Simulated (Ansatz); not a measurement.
```
Zr Hf S
1.0
    14.99444    0.00000    0.22971
     0.00000    3.66879    0.00000
    -2.77569    0.00000    5.71334
Zr Hf S
2 2 8
Direct
  0.00000 0.50000 0.50000
  0.50000 0.00000 0.50000
  0.00000 0.00000 0.00000
  0.50000 0.50000 0.00000
  0.39355 0.00000 0.05803
  0.89355 0.50000 0.05803
  0.39335 0.50000 0.56231
  0.89335 0.00000 0.56231
  0.10645 0.50000 0.94197
  0.60645 0.00000 0.94197
  0.10665 0.00000 0.43769
  0.60665 0.50000 0.43769
```

Space group C2/m; a structure generated by program, which may or may not match a known phase.

These are results of DFT PBE, scalar-relativistic, plane waves, PAW in Ansatz 0.2.0, not measurements.

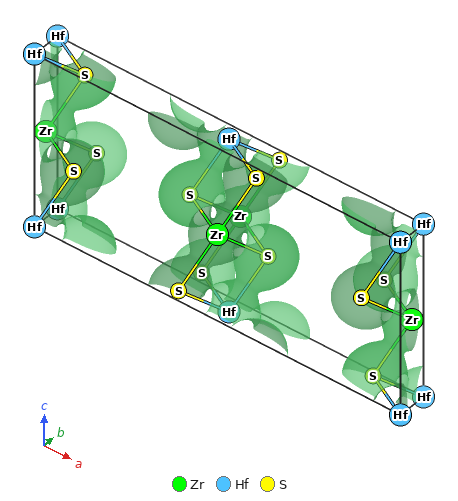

HfZrS4. Isosurface of the valence pseudo-density at 0.3 e/Å³ (green), seen slightly off an axis. Sticks mark near contacts.

What does this surface tell about the bonding?

Answer. At this value the density is joined into sheets; it holds about 85 % of the electrons treated as valence (semicore included). It bridges the sampled Hf–S (2.55 Å) and Zr–S (2.57 Å) contacts, where the density stays above the isovalue. On the grid the lowest density along these lines, outside the cores, is 0.45 e/Å³ (Hf–S, 2.55 Å) and 0.43 e/Å³ (Zr–S, 2.57 Å).
